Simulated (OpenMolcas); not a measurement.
# One shape, several levels: GaSiH7O (SMILES [SiH3][OH+][GaH3-])

Aim: a comparison of 6 runs (HF/3-21G, B2PLYP/6-31G*, M06-2X/6-31G*, r2SCAN/6-31G*, revPBE/6-31G*, CCSD(T)/6-31G*) of GaSiH7O. 

The results are computed with OpenMolcas 26.06.

1 further run of the same task is left out (set aside as unsound or not needed).

## Step 1: The molecule

The species is GaSiH7O (10 atoms), meant as a singlet with charge 0. SMILES: `[SiH3][OH+][GaH3-]`. Geometry: relaxed at PBE0-D4/def2-TZVP.

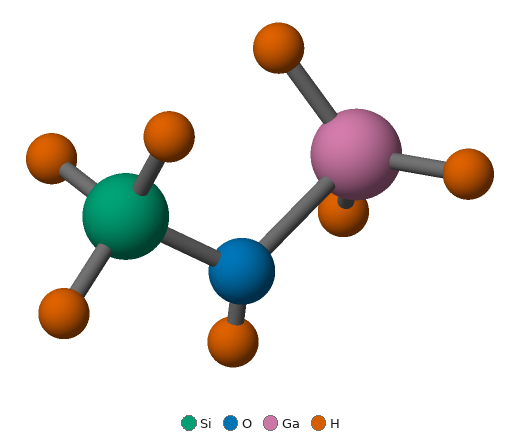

The structure, seen from a chosen angle (silicon teal, oxygen blue, gallium pink, hydrogen orange).

## Step 2: Energy and gradient at HF/3-21G (run 1)

File calc.input:

```
&GATEWAY
 BasLib = $CurrDir
 Coord
 10
 angstrom
 Si      -0.484700       0.680100      -1.289300
 O       -0.772200      -0.233700       0.097500
 Ga       0.882100      -0.551000       1.475200
 H       -1.767100       0.740000      -2.035000
 H        0.556000       0.040700      -2.124900
 H       -0.069600       2.013200      -0.814500
 H       -1.323900      -1.014800       0.010100
 H        0.306600       0.146600       2.760300
 H        1.885600       0.253500       0.552600
 H        0.870300      -2.125600       1.370900
 Basis = 3-21G
 Group = NoSym

&SEWARD

&SCF
 Thresholds = 1e-10 1e-07 1e-07 1e-05
 PrOrbitals = 0

&ALASKA
```

The basis set 3-21G is read from a file made from the Basis Set Exchange's data (not shown).

Command:

```console
$ export MOLCAS_MEM=1860
$ pymolcas calc.input > calc.log
```

Log:

```text
--- Start Module: gateway ---
[...]
--- Stop Module: gateway /rc=_RC_ALL_IS_WELL_ ---
[...]
      Basis functions           58
[...]
--- Start Module: scf ---
[...]
       Convergence after  11 Iterations
[...]
::    Total SCF energy                              -2279.7482579944
[...]
      Total spin, S                                     0.0000000000
[...]
      Total electronic charge=   60.000000
      Total            charge=   -0.000000
[...]
      Dipole Moment (debye):
      Origin of the operator (angstrom)=    0.2947   -0.1887    0.5576
                   X= -2.6856E+00               Y= -3.1963E-02               Z= -3.4174E+00           Total=  4.3465E+00
      Quadrupole Moment (debye*angstrom):
[...]
 *              Molecular gradients               *
 **************************************************
  Irreducible representation: a
 ------------------------------------------------------------------------------------------
                              X                       Y                       Z
 ------------------------------------------------------------------------------------------
  SI1              -6.42499341061864E-03   -1.85574475666774E-02    1.58317062771669E-02
  O2               -1.64977497982441E-02    1.81416373280246E-02   -1.98350735161749E-02
  GA3               2.05309302694463E-02   -6.39198956559195E-03    1.30814270849200E-02
  H4               -6.66558718783961E-04   -4.57321887458728E-04    2.12205124422216E-04
  H5                1.72596208389741E-03   -8.83091674597658E-04    1.36975831146913E-04
  H6                1.16911836473355E-03    6.36862581210096E-04    2.76347849496328E-03
  H7                5.74552424618791E-03    4.75597213726253E-03   -7.25833147301347E-03
  H8               -9.37606920522693E-04   -8.48377366069908E-04   -5.21132255639856E-03
[...]
```

Wall time 4.5 s (1 thread of Intel Xeon Platinum 8259CL at 2.50GHz (Skylake/Cascade Lake), shared host); peak memory 0.39 GiB.

## Step 3: A single-point energy at B2PLYP/6-31G(d) (spherical functions) (run 2)

File run.inp:

```
&GATEWAY
 BasLib = $CurrDir
 Coord
 10
 angstrom
 Si      -0.484700       0.680100      -1.289300
 O       -0.772200      -0.233700       0.097500
 Ga       0.882100      -0.551000       1.475200
 H       -1.767100       0.740000      -2.035000
 H        0.556000       0.040700      -2.124900
 H       -0.069600       2.013200      -0.814500
 H       -1.323900      -1.014800       0.010100
 H        0.306600       0.146600       2.760300
 H        1.885600       0.253500       0.552600
 H        0.870300      -2.125600       1.370900
 Basis = 6-31Gs
 Group = NoSym

&SEWARD
 GridInput
 Grid=UltraFine
 End of Grid

&SCF
 KSDFT = B2PLYP_SCF
 Thresholds = 1e-10 1e-07 1e-07 1e-05
 PrOrbitals = 1 2

&MBPT2
 Frozen = 15
```

The basis set 6-31G* is read from a file made from the Basis Set Exchange's data (not shown).

Command:

```console
$ export MOLCAS_MEM=1860
$ pymolcas run.inp > run.log
```

Log:

```text
--- Start Module: gateway ---
[...]
--- Stop Module: gateway /rc=_RC_ALL_IS_WELL_ ---
[...]
      Basis functions           78
[...]
--- Start Module: scf ---
[...]
       Convergence after  12 Iterations
[...]
::    Total KS-DFT energy                           -2292.7235604544
[...]
      Total spin, S                                     0.0000000000
[...]
      Total electronic charge=   60.000000
      Total            charge=   -0.000000
[...]
      Dipole Moment (debye):
      Origin of the operator (angstrom)=    0.2947   -0.1887    0.5576
                   X= -2.4855E+00               Y= -3.1843E-02               Z= -2.9239E+00           Total=  3.8377E+00
      Quadrupole Moment (debye*angstrom):
[...]
--- Stop Module: scf /rc=_RC_ALL_IS_WELL_ ---
[...]
--- Start Module: mbpt2 ---
[...]
 ###    WARNING: MP2 implementation intended for RHF references only         ###
 ###############################################################################
MBPT2 WARNING: Reference function according to RunFile:KS-DFT
I'll assume you know what you're doing and continue
WARNING!
Default frozen orbitals as non valence orbitals is overwritten by user input.
Default values:  17
[...]
       Reference weight ( Cref**2 )         =        0.81972
::    Total MBPT2 energy                            -2293.3414984831
[...]
      Total MBPT2 calculations                           0.28      0.33
--- Stop Module: mbpt2 /rc=_RC_ALL_IS_WELL_ ---
[...]
```

Run time: 26 s. Hardware: 1 thread of Intel Xeon Platinum 8259CL at 2.50GHz (Skylake/Cascade Lake), shared host; peak memory 0.44 GiB.

Runs 3 to 5 aren't shown in full; the table further down has their settings and results.

## Step 4: The energy at CCSD(T)/6-31G(d) (spherical functions) (run 6)

File job.inp:

```
>>> EXPORT MOLCAS_PRINT=2

&GATEWAY
  BASLIB=$CurrDir
  COORD
  10
  angstrom
  Si      -0.484700       0.680100      -1.289300
  O       -0.772200      -0.233700       0.097500
  Ga       0.882100      -0.551000       1.475200
  H       -1.767100       0.740000      -2.035000
  H        0.556000       0.040700      -2.124900
  H       -0.069600       2.013200      -0.814500
  H       -1.323900      -1.014800       0.010100
  H        0.306600       0.146600       2.760300
  H        1.885600       0.253500       0.552600
  H        0.870300      -2.125600       1.370900
  BASIS=6-31Gs
  GROUP=NoSym

&SEWARD

&SCF
  THRESHOLDS=1e-10 1e-07 1e-07 1e-05
  PRORBITALS=1 2

&RASSCF
  FILEORB=$Project.ScfOrb
  SPIN=1
  NACTEL=0 0 0
  INACTIVE=30
  RAS2=0
  OUTORBITALS=Canonical
  ORBLISTING=Few

&MOTRA
  JOBIPH
  FROZEN=15

&CCSDT
  CCT
  TRIPLES=2
  ITERATIONS=80
  ACCURACY=1e-08
  EXTRAPOLATION=5 4
```

The basis set 6-31G* is read from a file made from the Basis Set Exchange's data (not shown).

Command:

```console
$ export MOLCAS_MEM=1860
$ pymolcas job.inp > job.log
```

Log:

```text
--- Start Module: gateway ---
[...]
--- Stop Module: gateway /rc=_RC_ALL_IS_WELL_ ---
[...]
      Basis functions           78
[...]
       Convergence after  12 Iterations
[...]
::    Total SCF energy                              -2290.8187647284
[...]
      Total spin, S                                     0.0000000000
[...]
      Number of active orbitals                  0
[...]
      Spin quantum number                      0.0
[...]
      Active orbitals                            0
[...]
      Number of CSFs                             1
[...]
      Number of root(s) required                 1
[...]
      Convergence after  4 iterations
[...]
      Natural orbitals and occupation numbers for root  1
      ************************************************************************************************************************
      *                                                    Final results                                                     *
      ************************************************************************************************************************
[...]
::    RASSCF root number  1 Total energy:  -2290.81876473
[...]
      Total electronic charge=   60.000000
      Total            charge=   -0.000000
[...]
      Dipole Moment (debye):
      Origin of the operator (angstrom)=    0.2947   -0.1887    0.5576
                   X= -2.4934E+00               Y= -6.0135E-02               Z= -2.9637E+00           Total=  3.8735E+00
      Quadrupole Moment (debye*angstrom):
[...]
--- Start Module: motra ---
[...]
--- Stop Module: motra /rc=_RC_ALL_IS_WELL_ ---
--- Start Module: ccsdt ---
[...]
      Convergence after                    17  Iterations
      Total energy (diff) :   -2291.34599998       0.00000001
[...]
 METHOD                       : CCSD+T(CCSD)+<T3(1)WT1> = CCSD(T)
[...]
       CCSD     =     -2291.3459999836159
[...]
```

Run time: 50 s. Hardware: 1 thread of Intel Xeon Platinum 8259CL at 2.50GHz (Skylake/Cascade Lake), shared host; peak memory 0.44 GiB.

## Step 5: The series

```csv
run,level,task,frozen core orbitals,energy (Eh),dipole moment (D) of the reference,HOMO energy (eV),LUMO energy (eV),wall time
1,HF/3-21G,gradient,–,-2279.748258,4.35,-10.54,2.67,4.5 s
2,B2PLYP/6-31G* (spherical functions),energy,15,-2292.890404,3.84,-8.82,0.46,26 s
3,M06-2X/6-31G* (spherical functions),gradient,–,-2293.401853,3.89,-8.82,0.02,58 s
4,r2SCAN/6-31G* (spherical functions),gradient,–,-2293.390389,3.80,-6.78,-1.08,58 s
5,revPBE/6-31G* (spherical functions),gradient,–,-2293.239675,3.76,-6.43,-1.44,50 s
6,CCSD(T)/6-31G* (spherical functions),energy,15,-2291.356309,3.87,-10.75,2.29,50 s
```

## Step 6: What came out

| quantity | value |
| --- | --- |
| run 6: total energy | -2291.35631 Eh |
| run 6: dipole moment (mean-field density) | 3.87 D |
| run 6: HOMO energy (Hartree–Fock orbitals) | -10.75 eV |
| run 6: LUMO energy (Hartree–Fock orbitals) | 2.29 eV |
| run 6: HOMO–LUMO gap (Hartree–Fock orbitals) | 13.04 eV |
| run 6: correlation energy (15 core orbitals frozen) | -537.5 mEh |
| run 6: (T) correction | -10.31 mEh |

In words: Over runs 1, 2, 3, 4, 5 the dipole moment (its size) runs from 3.76 D (revPBE/6-31G*) to 4.35 D (HF/3-21G). The two ends differ in method and basis. Over runs 1, 2, 3, 4, 5 the HOMO–LUMO gap runs from 4.99 eV (revPBE/6-31G*) to 13.22 eV (HF/3-21G). For B2PLYP the log adds the whole second-order term; the table takes 0.27 of it, as the functional is defined. Totals of different functionals can't be ranked against each other. All runs together took 4.1 min, the longest 58 s.
